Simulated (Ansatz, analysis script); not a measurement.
# Fixed-spin-moment curve of FePt (Tetraferroplatinum), part 2 of 2

Aim: the energy of FePt (Tetraferroplatinum) as its total moment is fixed at a series of values, and its answer to a field.

Ansatz 0.2.0; PBE, PAW set soft_1.

So far. Step 7 (Total moment fixed at 0.889 μB): The energy is -80.8 meV from the state without spin, and the largest site carries 0.936 μB.

### Step 8. Total moment fixed at 2.222 μB

Level of this step: Ansatz DFT, collinear, total moment fixed by two Fermi levels; PBE, PAW set soft_1; PAW set soft_1 (Ansatz).

File input.yaml:

```yaml
crystal:
  lattice:
    - [2.7235, 0.0, 0.0]
    - [0.0, 2.7235, 0.0]
    - [0.0, 0.0, 3.72]
  atoms:
    - { symbol: Fe, position: [0.0, 0.0, 0.0], spin: 2.222 }
    - { symbol: Pt, position: [0.5, 0.5, 0.5] }
magnetization:
  spin_polarized: true
  initial_magnetization: 2.222
  spin_locking: { lock_magnetization: hard }
kpoints:
  mp_grid: { grid: [14, 14, 10] }
hamiltonian:
  xc: pbe
  pseudopotentials: { kind: paw, azcp: { folder: soft_1 } }
scf:
  occupations: { method: fermi_dirac, width: 0.05 }
  max_iter: 120
  convergence: { dr2_threshold: 1.0e-08 }
  lower_state_search: "off"
basis:
  ecutwfc: 420.0
```

Launch:

```console
ansatz run input.yaml --threads 1 --pin off --max-ram 2560MiB --backend cpu --events-out ev --progress --plain --runs-dir out
```

Numbers of over 12 decimals in the logs are rounded to 6 here.

The program printed:

```text
[...]
Crystal: 2 atoms, lattice volume = 27.593 Å³
Basis set: ecut = 420 eV, 545 PW (Γ)
Bands: 23, of which v1, the nominal top of the filled ones, is band 17 counted from 1 (16 counted from 0)
Symmetry: 16 space group operations
[...]
k-points: 216 of 1960
[...]
Starting moments: Σ|m| = 2.222 μB on 1 of 2 sites
[...]
Magnetization: 2.2220 μB (18.1110 up, 15.8890 down)
Absolute magnetization: 2.4642 μB (∫|ρ↑−ρ↓|, with the PAW one-centre terms)
[...]
Per-site moments (μB) at R_I (Å): [(2.235978, 1.104416), (0.071943, 1.104416)]
Free energy (F): -17005.379368 eV
[...]
Internal energy: -17005.349525 eV  (E = F + TS)
E sigma→0 (E₀):  -17005.364447 eV
Entropy (-TS):   -0.029843 eV (-14.921 meV/atom)
Fermi energy:    20.468123 (↑ 20.108314, ↓ 20.827933) eV
[...]
[key lines of the parts left out:]
SCF converged after 14 iterations
```

The job ended after 20 s (1 thread of Arm Neoverse V1, shared host; peak memory 0.43 GiB).

The energy is -456 meV from the state without spin, and the largest site carries 2.24 μB.

### Step 9. Total moment fixed at 4 μB

input.yaml, the sections that differ from step 8:

```yaml
crystal:
  lattice:
    - [2.7235, 0.0, 0.0]
    - [0.0, 2.7235, 0.0]
    - [0.0, 0.0, 3.72]
  atoms:
    - { symbol: Fe, position: [0.0, 0.0, 0.0], spin: 4.0 }
    - { symbol: Pt, position: [0.5, 0.5, 0.5] }
magnetization:
  spin_polarized: true
  initial_magnetization: 4.0
  spin_locking: { lock_magnetization: hard }
# kpoints, hamiltonian, scf, basis: as in step 8
```

The program printed:

```text
[...]
Crystal: 2 atoms, lattice volume = 27.593 Å³
Basis set: ecut = 420 eV, 545 PW (Γ)
Bands: 23, of which v1, the nominal top of the filled ones, is band 17 counted from 1 (16 counted from 0)
Symmetry: 16 space group operations
[...]
k-points: 216 of 1960
[...]
Starting moments: Σ|m| = 4 μB on 1 of 2 sites
[...]
Magnetization: 4.0000 μB (19.0000 up, 15.0000 down)
Absolute magnetization: 4.0311 μB (∫|ρ↑−ρ↓|, with the PAW one-centre terms)
[...]
Per-site moments (μB) at R_I (Å): [(3.321286, 1.104416), (0.630135, 1.104416)]
Free energy (F): -17005.422136 eV
[...]
Internal energy: -17005.410274 eV  (E = F + TS)
E sigma→0 (E₀):  -17005.416205 eV
Entropy (-TS):   -0.011862 eV (-5.931 meV/atom)
Fermi energy:    20.950498 (↑ 21.692977, ↓ 20.208019) eV
[...]
[key lines of the parts left out:]
SCF converged after 12 iterations
```

Wall time 19 s (1 thread); peak memory 0.43 GiB.

The energy is -499 meV from the state without spin, and the largest site carries 3.32 μB.

5 more runs differ from these in the same keys alone and are tabled below.

### Step 10. No field, tight threshold

A field gives a second route to the same curve. A thousand tesla shift each spin by 58 meV, and the threshold is tightened so that small induced moments are resolved.

input.yaml, the sections that differ from step 9:

```yaml
crystal:
  lattice:
    - [2.7235, 0.0, 0.0]
    - [0.0, 2.7235, 0.0]
    - [0.0, 0.0, 3.72]
  atoms:
    - { symbol: Fe, position: [0.0, 0.0, 0.0], spin: 2.96 }
    - { symbol: Pt, position: [0.5, 0.5, 0.5] }
magnetization:
  spin_polarized: true
scf:
  occupations: { method: fermi_dirac, width: 0.05 }
  max_iter: 120
  convergence: { dr2_threshold: 1.0e-10 }
  lower_state_search: "off"
# kpoints, hamiltonian, basis: as in step 9
```

The program printed:

```text
[...]
Crystal: 2 atoms, lattice volume = 27.593 Å³
Basis set: ecut = 420 eV, 545 PW (Γ)
Bands: 23, of which v1, the nominal top of the filled ones, is band 17 counted from 1 (16 counted from 0)
Symmetry: 16 space group operations
[...]
k-points: 216 of 1960
[...]
Starting moments: Σ|m| = 2.96 μB on 1 of 2 sites
[...]
SCF converged after 14 iterations
Magnetization: 3.2833 μB (18.6417 up, 15.3583 down)
Absolute magnetization: 3.4566 μB (∫|ρ↑−ρ↓|, with the PAW one-centre terms)
[...]
Per-site moments (μB) at R_I (Å): [(2.959883, 1.104416), (0.386871, 1.104416)]
Free energy (F): -17005.654296 eV
[...]
Internal energy: -17005.643753 eV  (E = F + TS)
E sigma→0 (E₀):  -17005.649024 eV
Entropy (-TS):   -0.010543 eV (-5.271 meV/atom)
Fermi energy:    20.512991 eV
[...]
```

Run time: 21 s. Hardware: 1 thread; peak memory 0.43 GiB.

The net moment is 3.28 μB a cell.

### Step 11. Field of 1500 T

input.yaml: that of step 10 with these lines changed.

```diff
@@ -10,2 +10,3 @@
   spin_polarized: true
+  magnetic_field: 1500.0
 kpoints:
```

The program printed:

```text
[...]
Crystal: 2 atoms, lattice volume = 27.593 Å³
Basis set: ecut = 420 eV, 545 PW (Γ)
Bands: 23, of which v1, the nominal top of the filled ones, is band 17 counted from 1 (16 counted from 0)
Symmetry: 16 space group operations
[...]
k-points: 216 of 1960
[...]
Starting moments: Σ|m| = 2.96 μB on 1 of 2 sites
[...]
SCF converged after 14 iterations
Magnetization: 3.3944 μB (18.6972 up, 15.3028 down)
Absolute magnetization: 3.5457 μB (∫|ρ↑−ρ↓|, with the PAW one-centre terms)
[...]
Per-site moments (μB) at R_I (Å): [(3.019721, 1.104416), (0.426215, 1.104416)]
Free energy (F): -17005.944205 eV
[...]
Internal energy: -17005.932294 eV  (E = F + TS)
E sigma→0 (E₀):  -17005.938250 eV
Entropy (-TS):   -0.011911 eV (-5.956 meV/atom)
Fermi energy:    20.549272 eV
[...]
```

Run time: 21 s. Hardware: 1 thread; peak memory 0.41 GiB.

The net moment is 3.39 μB a cell.

The other 2 runs of this kind were made alike; their results stand in the table below.

### Step 12. E(M) and M(B)

Energy less the state without spin against total moment:

```
total moment (μB/cell)  energy less the state without spin (meV/cell)
                  0.00                                              0
                  0.44                                          -22.6
                  0.89                                          -80.8
                  1.33                                           -172
                  1.78                                           -301
                  2.22                                           -456
                  2.67                                           -611
                  3.11                                           -720
                  3.56                                           -702
                  4.00                                           -499
```

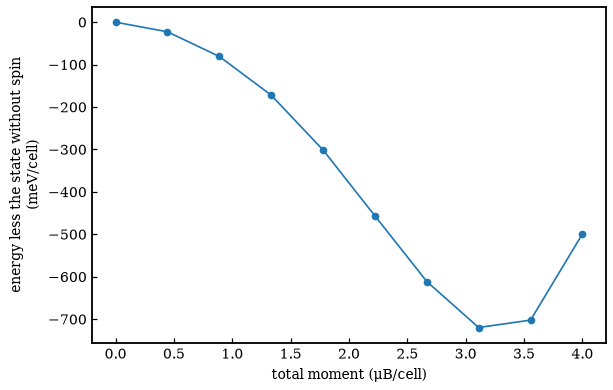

Energy less the state without spin, plotted against total moment.

The field that holds a moment is half the difference of the two Fermi levels over μB.

The field that holds the moment by total moment:

```
total moment (μB/cell)  field that holds the moment (T)
                  0.44                            -1621
                  0.89                            -2874
                  1.33                            -4278
                  1.78                            -5674
                  2.22                            -6216
                  2.67                            -5546
                  3.11                            -2303
                  3.56                             3768
                  4.00                            12827
```

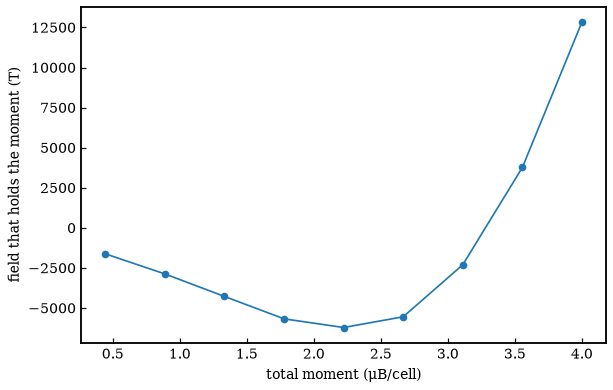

Field that holds the moment, plotted against total moment.

Site moments:

| total (μB) | Fe no. 1 (μB) | Pt no. 2 (μB) |
| --- | --- | --- |
| 0.444 | 0.4855 | -0.0209 |
| 0.889 | 0.9365 | -0.0073 |
| 1.333 | 1.394 | -0.0035 |
| 1.778 | 1.847 | 0.005 |
| 2.222 | 2.236 | 0.0719 |
| 2.667 | 2.566 | 0.1924 |
| 3.111 | 2.86 | 0.3297 |
| 3.556 | 3.103 | 0.483 |
| 4 | 3.321 | 0.6301 |

The total moment by field:

| field (T) | total moment (μB/cell) |
| --- | --- |
| 0 | 3.28 |
| 300 | 3.31 |
| 600 | 3.33 |
| 1500 | 3.39 |

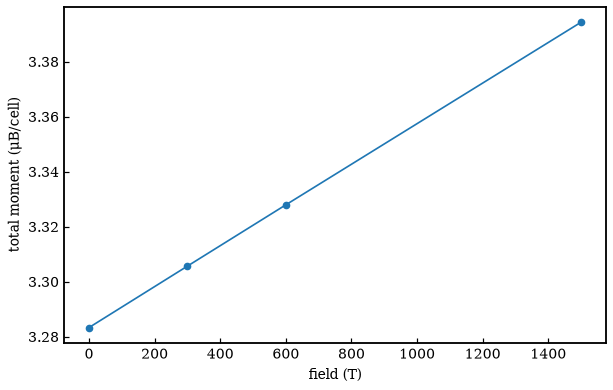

Total moment, plotted against field.

A Landau fit E = a2 M² + a4 M⁴ + a6 M⁶ (meV, μB) and the Stoner form E ≈ M² (1/2N − I/4), with the slope taken at the first fixed moment:

Read from the output:

```
density of states at the Fermi level, no spin : 4.411 states/eV/cell, both spins, broadened by the smearing
Landau coefficients a2, a4, a6                : -100.2, 0.2970, 0.2514 meV/μB², meV/μB^4, meV/μB^6
r.m.s. miss of the Landau fit                 : 4.247 meV
Stoner parameter I                            : 0.8762 eV, of the cell
I·N/2                                         : 1.932 I N / 2 from the slope at the first moment; over 1: unstable to a moment
```

### Step 13. Results

| Quantity | Value |
| --- | --- |
| state of the free run | ferromagnetic |
| net moment of the free run | 3.28 μB |
| energy of the free run from the state without spin | -731 meV a cell |
| lowest of the fixed moments tried | M = 3.111 μB, -720 meV |
| dM/dB between 0 and 300 T | 0.0745 μB a cell per 1000 T |

What this shows: At this level the system is magnetic: the free run keeps 2.96 μB on the largest site. No other order was typed. The free run, at 3.28 μB, lies 731 meV under the state without spin and so below every fixed moment tried: the minimum falls between two of them. Among the fixed moments, E(M) falls 720 meV below the state without spin and is lowest near 3.111 μB on this grid. I·N/2 = 1.9 is over 1, so the state without spin is unstable to a uniform moment. The field acts on spins alone. The 13 fixed-moment and field runs took 4.5 min of wall time, added up. Energies are free energies at a smearing of 0.05 eV, and with partly filled levels differences shift, at times strongly, as the smearing goes to zero. In doubt: the program's search for lower states was switched off, so a lower magnetic state than those reached may exist.

[Logs and program files are shortened in this print: banners, set-up blocks, solver, clock and traceback lines can be left out without a mark of their own.]

[Logs are printed without paths, hosts, clocks, repeated set-up lines and the standing remarks that a program may print on its own settings, such as how far it seeks lower states.]

[Hosts, paths, dates, database ids (printed as entryN), source tags and the programs' standing remarks are cut or masked in the printed files.]
